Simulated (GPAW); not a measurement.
# revPBE/real-space grid (scalar-relativistic datasets) run of CH4OSSi (SMILES OC([SiH3])=S)

Aim: ionisation energies of CH4OSSi. Input form: an ASE script.

Program for the calculation: GPAW 26.7.0.

2 further runs of the same task are left out: 2 set aside as unsound or not needed.

## (1) The molecule

The species is CH4OSSi (8 atoms), meant as a singlet with charge 0. SMILES: `OC([SiH3])=S`. The coordinates come from a GFN2-xTB relaxation. This is one conformer, not always the lowest.

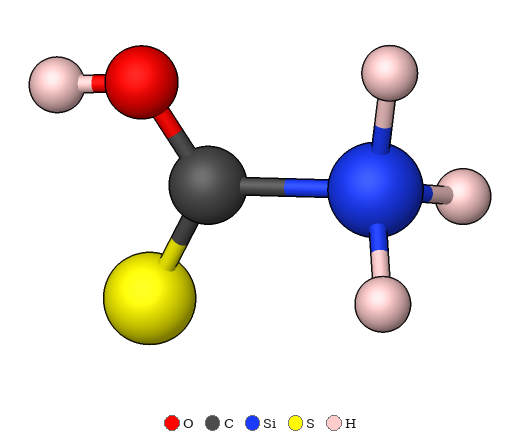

The structure, seen from a chosen angle (oxygen red, carbon dark grey, silicon blue, sulfur yellow, hydrogen pink).

## (2) Ionisation energies at revPBE/real-space grid (scalar-relativistic datasets)

The input, gs.sdf:

```

     RDKit          3D

  8  7  0  0  0  0  0  0  0  0999 V2000
    0.0595    1.3184   -1.0508 O   0  0  0  0  0  0  0  0  0  0  0  0
   -0.5397    0.4542   -0.2445 C   0  0  0  0  0  0  0  0  0  0  0  0
    0.6156   -0.8486    0.5405 Si  0  0  0  0  0  4  0  0  0  0  0  0
   -2.1440    0.5163    0.0428 S   0  0  0  0  0  0  0  0  0  0  0  0
   -0.5729    1.9589   -1.4241 H   0  0  0  0  0  0  0  0  0  0  0  0
    0.4942   -0.6970    1.9878 H   0  0  0  0  0  0  0  0  0  0  0  0
    1.9563   -0.5485    0.0491 H   0  0  0  0  0  0  0  0  0  0  0  0
    0.1311   -2.1537    0.0992 H   0  0  0  0  0  0  0  0  0  0  0  0
  2  1  1  0
  3  2  1  0
  4  2  2  0
  5  1  1  0
  6  3  1  0
  7  3  1  0
  8  3  1  0
M  END
$$$$
```

The input, gs_ipea.py:

```python
from ase.io import read
from gpaw import GPAW

atoms = read("gs.sdf")
atoms.center(vacuum=4.5)

energies = {}
for name, charge, unpaired in [("neutral", 0, 0), ("oxidised", 1, 1)]:
    atoms.set_initial_magnetic_moments([unpaired / len(atoms)] * len(atoms))
    calculator = GPAW(mode="fd",
                      charge=charge,
                      symmetry="off",
                      h=0.25,
                      maxiter=100,
                      occupations={"name": "fermi-dirac", "width": 0.0, "fixmagmom": unpaired > 0},
                      xc="revPBE",
                      txt="-")
    atoms.calc = calculator
    energies[name] = atoms.get_potential_energy()
    print(f'{name:10} {energies[name]:12.5f} eV')

ip = energies["oxidised"] - energies["neutral"]
print(f"Vertical IP             {ip:.3f} eV")
```

Run with:

```
$ python3 gs_ipea.py
```

The log of the run:

```text
__  _  _
 | _ |_)|_||  |
 |__||  | ||/\| - 26.7.0

units:  Angstrom and eV
cores:  1
OpenMP: False

Versions:
  Python: 3.12.14
  ASE:    3.29.0
  Numpy:  2.5.5
  Scipy:  1.18.1
  Libxc:  7.0.0

        _gpaw.cpython-312-aarch64-linux-gnu.so

Input parameters:
  mode=FD(),
  charge=0.0,
  h=0.25,
  maxiter=100,
  occupations=Occupations(name='fermi-dirac', width=0.0, fixmagmom=False),
  symmetry=Symmetry(point_group=False, time_reversal=False),
  xc=XC(name='revPBE')

Diagonalizing LCAO Hamiltonian
Converting LCAO to fd mode
         .-------------------------------.
        /|                               |
       / |                               |
      /  |                               |
     /   |                               |
    /    |                               |
   /     |                               |
  /      |                               |
 *       |                               |
 |       |                               |
 |       |            H                  |
 |       |      S                        |
 |       |          CHSi  H              |
 |       |          H                    |
 |       |                               |
 |       .-------------------------------.
 |      /                               /
 |     /                               /
 |    /                               /
 |   /                               /
 |  /                               /
 | /                               /
 |/                               /
 *-------------------------------*

Atoms  # Å, Bohr magnetons
|   | symbol |        x |        y |        z |    initial magnetic moments |
|---|--------|----------|----------|----------|-----------------------------|
| 0 |      O | 6.703500 | 7.972100 | 4.873300 | ( 0.0000,  0.0000,  0.0000) |
| 1 |      C | 6.104300 | 7.107900 | 5.679600 | ( 0.0000,  0.0000,  0.0000) |
| 2 |     Si | 7.259600 | 5.805100 | 6.464600 | ( 0.0000,  0.0000,  0.0000) |
[... 4 lines of this table left out ...]
| 7 |      H | 6.775100 | 4.500000 | 6.023300 | ( 0.0000,  0.0000,  0.0000) |

Unit cell  # Å
| periodic |         x |         y |         z |   lengths |    angles |
|----------|-----------|-----------|-----------|-----------|-----------|
|       no | 13.100300 |  0.000000 |  0.000000 | 13.100300 | 90.000000 |
|       no |  0.000000 | 13.112600 |  0.000000 | 13.112600 | 90.000000 |
|       no |  0.000000 |  0.000000 | 12.411900 | 12.411900 | 90.000000 |

Number of symmetries: 1
Symmetry operations  # r_c * U_cc + t_c -> r_c
|   | kind |            matrix            |
|---|------|------------------------------|
| 0 |  E   |  1, 0, 0,  0, 1, 0,  0, 0, 1 |

BZ-sampling:
  Number of BZ points: 1
  Number of IBZ points: 1

  Monkhorst-Pack size: [1, 1, 1]
  Monkhorst-Pack shift: [0, 0, 0]

K-points  # in reciprocal-cell coordinates
|   |                                coordinates |     weight |
|---|--------------------------------------------|------------|
| 0 | (  0.00000000,   0.00000000,   0.00000000) | 1.00000000 |

Uniform wave function grid shape: (np.int64(51), np.int64(51), np.int64(47))
Spin-components: 1 (collinear spins)
Bands:           19
Projectors:      32
Spin-degeneracy: 2
Datatype:        float64

  Storage: CPU
  Wave functions: 18_581_544 bytes (18_581_544 per core)

Parallelization:
  kpt:    1
  domain: 1
  band:   1

Density:
  Valence electrons: 24.0
  Components: 1
  Grid points: [52 52 48]
  Charge: 0.0  # |e|

Potential:
  Grid points: [52 52 48]

species:
  O:
    name:    Oxygen
    Z:       8.0
    valence: 6
    core:    2
    charge:  0.0  # [|e|]
    file:    O.revPBE.gz
    compensation charges:
      type: gauss
      rc: 0.21  # [Å]
      lmax: 2
    cutoffs:
      filter: 1.17  # [Å]
      core: 0.83  # [Å]
    projectors
    | kind |    occ | energy [eV] | rcut [Å] |
    |------|--------|-------------|----------|
    |   2s |  2.000 |     -23.998 |    0.688 |
    |   2p |  4.000 |      -8.969 |    0.598 |
    |    s |        |       3.214 |    0.688 |
    |    p |        |      18.243 |    0.598 |
    |    d |        |       0.000 |    0.619 |

    Using partial waves for O as LCAO basis

  C:
    name:    Carbon
    Z:       6.0
    valence: 4
    core:    2
    charge:  0.0  # [|e|]
    file:    C.revPBE.gz
    compensation charges:
      type: gauss
      rc: 0.20  # [Å]
      lmax: 2
    cutoffs:
      filter: 1.14  # [Å]
      core: 1.14  # [Å]
    projectors
    | kind |    occ | energy [eV] | rcut [Å] |
    |------|--------|-------------|----------|
    |   2s |  2.000 |     -13.783 |    0.635 |
    |   2p |  2.000 |      -5.237 |    0.635 |
    |    s |        |      13.429 |    0.635 |
    |    p |        |      21.974 |    0.635 |
    |    d |        |       0.000 |    0.635 |

    Using partial waves for C as LCAO basis

  Si:
    name:    Silicon
    Z:       14.0
    valence: 4
    core:    10
    charge:  0.0  # [|e|]
    file:    Si.revPBE.gz
    compensation charges:
      type: gauss
      rc: 0.33  # [Å]
      lmax: 2
    cutoffs:
      filter: 1.86  # [Å]
      core: 2.06  # [Å]
    projectors
    | kind |    occ | energy [eV] | rcut [Å] |
    |------|--------|-------------|----------|
    |   3s |  2.000 |     -10.782 |    1.058 |
    |   3p |  2.000 |      -4.060 |    1.058 |
    |    s |        |      16.430 |    1.058 |
    |    p |        |      23.151 |    1.058 |
    |    d |        |       0.000 |    1.058 |

    Using partial waves for Si as LCAO basis

  S:
    name:    Sulfur
    Z:       16.0
    valence: 6
    core:    10
    charge:  0.0  # [|e|]
    file:    S.revPBE.gz
    compensation charges:
      type: gauss
      rc: 0.24  # [Å]
      lmax: 2
    cutoffs:
      filter: 1.77  # [Å]
[... 35 lines left out ...]
Reference energy: -21871.209935  # eV
[... 3 lines left out ...]
  Converge bands: occupied
[... 12 lines left out ...]
  Fourier metric: weight=20.0, sigma=0.015
[... 15 lines left out ...]
convergence criteria:
- Maximum [total energy] change in last 3 cyles: 0.0005 eV / valence electron
[... 13 lines left out ...]
Converged in 15 steps
[... 12 lines left out ...]
  Free energy:     -37.586547
[... 2 lines left out ...]
dipole moment: (0.300861, 0.059471, -0.109051)  # |e|*Ang
[... 88 lines left out ...]
Number of symmetries: 1
Symmetry operations  # r_c * U_cc + t_c -> r_c
|   | kind |            matrix            |
|---|------|------------------------------|
| 0 |  E   |  1, 0, 0,  0, 1, 0,  0, 0, 1 |

BZ-sampling:
  Number of BZ points: 1
  Number of IBZ points: 1

  Monkhorst-Pack size: [1, 1, 1]
  Monkhorst-Pack shift: [0, 0, 0]

K-points  # in reciprocal-cell coordinates
|   |                                coordinates |     weight |
|---|--------------------------------------------|------------|
| 0 | (  0.00000000,   0.00000000,   0.00000000) | 1.00000000 |

Uniform wave function grid shape: (np.int64(51), np.int64(51), np.int64(47))
Spin-components: 2 (collinear spins)
Bands:           19
Projectors:      32
Spin-degeneracy: 1
Datatype:        float64

  Storage: CPU
  Wave functions: 37_163_088 bytes (37_163_088 per core)

Parallelization:
  kpt:    1
  domain: 1
  band:   1

Density:
  Valence electrons: 24.0
  Components: 2
  Grid points: [52 52 48]
  Charge: 1.0  # |e|

Potential:
  Grid points: [52 52 48]

species:
  O:
    name:    Oxygen
    Z:       8.0
    valence: 6
    core:    2
    charge:  0.0  # [|e|]
    file:    O.revPBE.gz
    compensation charges:
      type: gauss
      rc: 0.21  # [Å]
      lmax: 2
    cutoffs:
      filter: 1.17  # [Å]
      core: 0.83  # [Å]
    projectors
    | kind |    occ | energy [eV] | rcut [Å] |
    |------|--------|-------------|----------|
    |   2s |  2.000 |     -23.998 |    0.688 |
    |   2p |  4.000 |      -8.969 |    0.598 |
    |    s |        |       3.214 |    0.688 |
    |    p |        |      18.243 |    0.598 |
    |    d |        |       0.000 |    0.619 |

    Using partial waves for O as LCAO basis

  C:
    name:    Carbon
    Z:       6.0
    valence: 4
    core:    2
    charge:  0.0  # [|e|]
    file:    C.revPBE.gz
    compensation charges:
      type: gauss
      rc: 0.20  # [Å]
      lmax: 2
    cutoffs:
      filter: 1.14  # [Å]
      core: 1.14  # [Å]
    projectors
    | kind |    occ | energy [eV] | rcut [Å] |
    |------|--------|-------------|----------|
    |   2s |  2.000 |     -13.783 |    0.635 |
    |   2p |  2.000 |      -5.237 |    0.635 |
    |    s |        |      13.429 |    0.635 |
    |    p |        |      21.974 |    0.635 |
    |    d |        |       0.000 |    0.635 |

    Using partial waves for C as LCAO basis

  Si:
    name:    Silicon
    Z:       14.0
    valence: 4
    core:    10
    charge:  0.0  # [|e|]
    file:    Si.revPBE.gz
    compensation charges:
      type: gauss
      rc: 0.33  # [Å]
      lmax: 2
    cutoffs:
      filter: 1.86  # [Å]
      core: 2.06  # [Å]
    projectors
    | kind |    occ | energy [eV] | rcut [Å] |
    |------|--------|-------------|----------|
    |   3s |  2.000 |     -10.782 |    1.058 |
    |   3p |  2.000 |      -4.060 |    1.058 |
    |    s |        |      16.430 |    1.058 |
    |    p |        |      23.151 |    1.058 |
    |    d |        |       0.000 |    1.058 |

    Using partial waves for Si as LCAO basis

  S:
    name:    Sulfur
    Z:       16.0
    valence: 6
    core:    10
    charge:  0.0  # [|e|]
    file:    S.revPBE.gz
    compensation charges:
      type: gauss
      rc: 0.24  # [Å]
      lmax: 2
    cutoffs:
      filter: 1.77  # [Å]
      core: 1.66  # [Å]
    projectors
    | kind |    occ | energy [eV] | rcut [Å] |
    |------|--------|-------------|----------|
    |   3s |  2.000 |     -17.230 |    0.974 |
    |   3p |  4.000 |      -6.978 |    0.979 |
    |    s |        |       9.981 |    0.974 |
    |    p |        |      20.234 |    0.979 |
    |    d |        |       0.000 |    0.900 |

    Using partial waves for S as LCAO basis

  H:
    name:    Hydrogen
    Z:       1.0
    valence: 1
    core:    0
    charge:  0.0  # [|e|]
    file:    H.revPBE.gz
    compensation charges:
      type: gauss
      rc: 0.15  # [Å]
      lmax: 2
    cutoffs:
      filter: 0.85  # [Å]
      core: 0.53  # [Å]
    projectors
    | kind |    occ | energy [eV] | rcut [Å] |
    |------|--------|-------------|----------|
    |   1s |  1.000 |      -6.547 |    0.476 |
    |    s |        |      20.664 |    0.476 |
    |    p |        |       0.000 |    0.476 |

    Using partial waves for H as LCAO basis

Reference energy: -21871.209935  # eV

eigensolver:
  PPCG
  Converge bands: occupied
  niter=2

density mixing:
  MSR1-Mixer
  Pratt-step length: 0.05
  Maximum mixing coefficient: 0.75
  Old densities: 10
  SVD Regularization: 0.005
  Good broyden scale: 1.0
  Trust region scale: 1.0
  Backstep threshold: 4.0
  History deletion threshold: 6.0
  Fourier metric: weight=20.0, sigma=0.015

occupation numbers:
  Fixed magnetic moment: 1.000
  # Zero width

FastPoissonSolver using
    Stencil: 6*3+1=19 point O(h^6) finite-difference Laplacian
    FFT axes: []
    FST axes: [np.int64(2), np.int64(0), np.int64(1)]

xc functional:
  name: revPBE with 2 nearest neighbor stencil
interpolation: tri-quintic # 5. degree polynomial

Initialization done in: 1.590 s

convergence criteria:
- Maximum [total energy] change in last 3 cyles: 0.0005 eV / valence electron
- Maximum integral of absolute [dens]ity change: 0.0001 electrons / valence electron
- Maximum integral of absolute [eigenst]ate change: 4e-08 eV^2 / valence electron
maximum number of iterations: 100

SCF iterations
|iter     |     time |      energy | eigst |  dens |  magmom |
|---------|----------|-------------|-------|-------|---------|
|iter:   1| 00:00:16 |  -34.629245 | +1.02 |       |  +0.9975|
|iter:   2| 00:00:18 |  -33.127564 | -0.01 | -0.49 |  +0.9976|
|iter:   3| 00:00:19 |  -29.042137 | -0.07 | -0.54 |  +0.9987|
[... 12 lines of this table left out ...]
|iter:  16| 00:00:40 |  -28.785012c| -7.52c| -5.48c|  +1.0000|

Converged in 16 steps
SCF loop duration: 25.083 s (1.568 s/step)
Energy contributions relative to reference atoms: (reference = -21871.209935)

Energy contributions:
  Kinetic:          44.077489
  Coulomb:         -47.380164
  Zero:              2.003998
  External:          0.000000
  Xc:              -27.486335
  Entropy:           0.000000
  Spinorbit:         0.000000
  ----------------------------
  Free energy:     -28.785012
  Extrapolated:    -28.785012

dipole moment: (5.857512, 7.047764, 5.775833)  # |e|*Ang

Total magnetic moment: (0.000000, 0.000000, 1.000000)

Local magnetic moments
|        x |        y |         z |
|----------|----------|-----------|
| 0.000000 | 0.000000 |  0.021740 |  # O    0
| 0.000000 | 0.000000 | -0.000278 |  # C    1
| 0.000000 | 0.000000 |  0.026621 |  # Si   2
[... 4 lines of this table left out ...]
| 0.000000 | 0.000000 | -0.001016 |  # H    7

Fermi levels: -10.565, -12.552
Eigenvalues  # (at kpt = [0.000, 0.000, 0.000])
| band index |      eig [eV] | occ [0-1] |      eig [eV] | occ [0-1] |
|------------|---------------|-----------|---------------|-----------|
|          0 |       -33.917 |     1.000 |       -33.846 |     1.000 |
|        ... |               |           |               |           |
|          4 |       -18.437 |     1.000 |       -18.110 |     1.000 |
|          5 |       -16.907 |     1.000 |       -16.889 |     1.000 |
|          6 |       -16.813 |     1.000 |       -16.585 |     1.000 |
[... 11 lines of this table left out ...]
|         18 |        -3.804 |     0.000 |        -3.718 |     0.000 |

Gap: 2.661 eV
Transition (v -> c):
  (s=1, k=0, n=11, [0.00, 0.00, 0.00]) -> (s=0, k=0, n=12, [0.00, 0.00, 0.00])
No difference between direct/indirect transitions
vacuum-level: 0.000  # V
oxidised      -28.78501 eV
Vertical IP             8.802 eV
```

Wall time 41 s (1 thread of Arm Neoverse V1, shared host); peak memory 0.7 GiB.

## (3) Results

At revPBE/real-space grid (scalar-relativistic datasets):

```
               quantity    value
first ionisation energy  8.80 eV
```
